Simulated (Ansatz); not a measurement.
# Si2H5Cl (SMILES [SiH3][SiH2]Cl): BHLYP/cc-pVDZ

Aim: the electronic atomisation energy of Si2H5Cl at BHLYP/cc-pVDZ, from 4 runs. 

Program for the calculation: Ansatz 0.2.0.

59 further runs of the same task are left out: 59 set aside as unsound or not needed.

## Step 1: Starting point

Si2H5Cl has 8 atoms, charge 0, and is taken as a singlet. SMILES: `[SiH3][SiH2]Cl`. The coordinates come from a PBE0-D4/def2-TZVP relaxation.

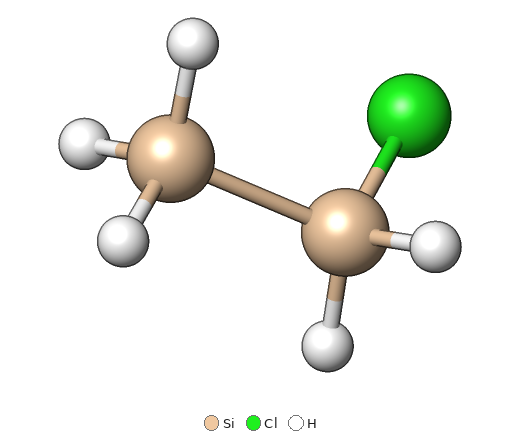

Viewed from a chosen angle; silicon light orange, chlorine green, hydrogen white.

## Step 2: The energy at BHLYP/cc-pVDZ

in.yaml reads:

```yaml
crystal:
  periodic: [false, false, false]
  atoms:
    - symbol: Si
      position_ang: [-0.706500, 0.881800, -0.390300]
    - symbol: Si
      position_ang: [0.573400, -0.938800, 0.325900]
    - symbol: Cl
      position_ang: [2.431600, -0.252900, 0.908000]
    - symbol: H
      position_ang: [-2.053000, 0.410100, -0.813000]
    - symbol: H
      position_ang: [-0.034300, 1.540700, -1.540000]
    - symbol: H
      position_ang: [-0.854500, 1.855700, 0.722100]
    - symbol: H
      position_ang: [-0.041800, -1.622800, 1.491400]
    - symbol: H
      position_ang: [0.777200, -1.930900, -0.759900]
basis:
  gaussian: {orbitals: cc-pVDZ}
magnetization: {spin_polarized: false}
hamiltonian: {xc: {name: BHLYP}}
accuracy: high
output: {orbitals: {seedname: orbitals}}
```

Run with:

```bash
$ ansatz run in.yaml --threads 1 --pin off --max-ram 3480MiB --events-out events.jsonl --progress --plain --runs-dir runs
```

The program printed:

```text
Warning: RAYON_NUM_THREADS=1 ignored (pool sized by the plan → 1); use --threads N
Functional definition: BHLYP
  name "BHLYP"
  parameter a = 0.5
  exchange = (1 - a)*b88_x + a*exact_x
  correlation = lyp_c
1853 factors; integrals over basis functions are off by at most 3.8e-9 eV
mean field evaluation 1: about -28359.6963 eV, gradient 1.0e1 eV
mean field evaluation 2: about -28359.9540 eV, gradient 5.7e0 eV
mean field evaluation 4: about -28360.0403 eV, gradient 1.2e0 eV
mean field evaluation 8: about -28360.2956 eV, gradient 1.8e-2 eV
mean field evaluation 16: about -28360.2957 eV, gradient 6.9e-6 eV
mean field -28360.29567968 eV, -1042.2216429293 hartree, gradient 7.9e-8 eV, S^2 0.000000; 0 other end points of the search recorded, 0 dependent functions left out
reference -28360.29570933 eV, -1042.2216440189 hartree; 25, 25 occupied and 54, 54 virtual orbitals, 1853 factors
Total energy: -28360.29570933 eV, -1042.2216440189 hartree
```

Wall time 8.4 s (1 thread of Arm Neoverse V1, shared host); peak memory 0.27 GiB.

## Step 3: The Cl atom at the same level

job.yaml reads:

```yaml
crystal:
  periodic: [false, false, false]
  atoms:
    - symbol: Cl
      position_ang: [0.000000, 0.000000, 0.000000]
basis:
  gaussian: {orbitals: cc-pVDZ}
magnetization: {spin_polarized: true, initial_magnetization: 1}
accuracy: high
hamiltonian: {xc: {name: BHLYP}}
```

Run the same way, it converges to -460.14991 Eh (log not shown).

## Step 4: The H atom, same level

molecule.yaml reads:

```yaml
crystal:
  periodic: [false, false, false]
  atoms:
    - {symbol: H, position_ang: [0.000000, 0.000000, 0.000000]}
basis:
  gaussian: {orbitals: cc-pVDZ}
hamiltonian: {xc: {name: BHLYP}}
magnetization: {spin_polarized: true, initial_magnetization: 1}
accuracy: high
```

Run the same way, it converges to -0.49784 Eh (log not shown).

## Step 5: The Si atom, same level

input.yaml reads:

```yaml
crystal:
  periodic: [false, false, false]
  atoms:
    - {symbol: Si, position_ang: [0.000000, 0.000000, 0.000000]}
basis:
  gaussian:
    orbitals: cc-pVDZ
accuracy: high
hamiltonian:
  xc: {name: BHLYP}
magnetization:
  spin_polarized: true
  initial_magnetization: 2
```

Run the same way, it converges to -289.37534 Eh (log not shown).

## Step 6: Outcome

At BHLYP/cc-pVDZ:

| quantity | value |
| --- | --- |
| molecule: total energy | -1042.22164 Eh |
| molecule: HOMO energy | -9.23 eV |
| molecule: LUMO energy | 0.66 eV |
| molecule: HOMO–LUMO gap | 9.90 eV |
| Cl atom: total energy | -460.14991 Eh |
| Cl atom: ⟨S²⟩ | 0.753 |
| H atom: total energy | -0.49784 Eh |
| H atom: ⟨S²⟩ | 0.750 |
| Si atom: total energy | -289.37534 Eh |
| Si atom: ⟨S²⟩ | 2.005 |
| electronic atomisation energy | 22.636 eV |

Taking the molecule apart into free atoms costs 22.64 eV (2184 kJ/mol), before zero-point energy and without spin-orbit coupling.
